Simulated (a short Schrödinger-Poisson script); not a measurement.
System: symmetric double-gate stack, Si3N4 on p-type Ge(111), at 300 K.

| layer | material | thickness (nm) | Na (cm⁻³) |
|---|---|---|---|
| 1 | Si3N4 | 1.5 | - |
| 2 | Ge | 15 | 3e17 |
| 3 | Si3N4 | 1.5 | - |

The device is made up for the run: typed textbook-type constants, with dimensions and the other settings drawn at random. Si3N4: permittivity 7.5, conduction-band edge (eV) 1.9, gap (eV) 5.1, electron mass (mₑ) 0.5. Ge: permittivity 16, conduction-band edge (eV) 0, gap (eV) 0.664, Nv at 300 K (cm⁻³) 6e18.

Channel valleys (confinement mass, in-plane density-of-states mass, number): L1 1.59, 0.08, 1; L3 0.09, 0.34, 3. At the gates, both at one voltage, the conduction-band edge of layer 1 lies 2.12 eV − eVg above the Fermi level of the channel. Gaps are held at their typed values at every temperature. Mesh 0.03 nm at interfaces.

From a short Schrödinger-Poisson script (our own, NumPy): 1D Poisson equation in equilibrium, electrons quantum, Hartree (BenDaniel-Duke, 12 states a valley, the channel's in-plane mass for all, wave functions ending at the dielectric), parabolic valleys, classical holes, full ionisation, no traps, pinning or gate leakage.

Only gate voltages with over 1e8 electrons/cm² are shown.

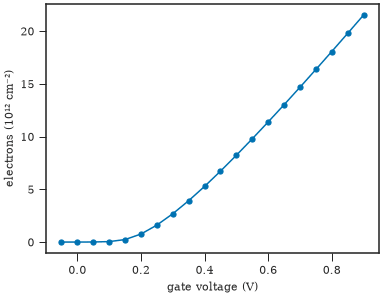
Figure: Sheet density against gate voltage

```tsv
Vg (V)	electrons (cm⁻²)	C (μF/cm²)	L1 E0 (meV)	L1 E1 (meV)	L3 E0 (meV)	L3 E1 (meV)
-0.05	1.48e8	< 0.003	287.2	288.9	305.0	359.3
0.05	7.01e9	0.0438	187.4	189.2	205.3	259.5
0.15	2.37e11	1.10	96.0	97.0	114.5	167.8
0.25	1.61e12	3.13	39.2	39.3	67.0	115.2
0.35	3.92e12	4.18	2.4	2.4	47.2	89.6
0.45	6.72e12	4.74	-26.4	-26.4	36.2	73.9
0.55	9.79e12	5.07	-51.4	-51.4	28.6	62.3
0.65	1.30e13	5.28	-74.5	-74.5	22.7	52.9
0.75	1.64e13	5.43	-96.4	-96.4	17.7	44.9
0.85	1.98e13	5.55	-117.4	-117.4	13.3	37.9
```

Subbands count from the Fermi level. The capacitance is that of both gates.

Only the L valleys are kept; under strong confinement the Δ valleys of Ge fill too.
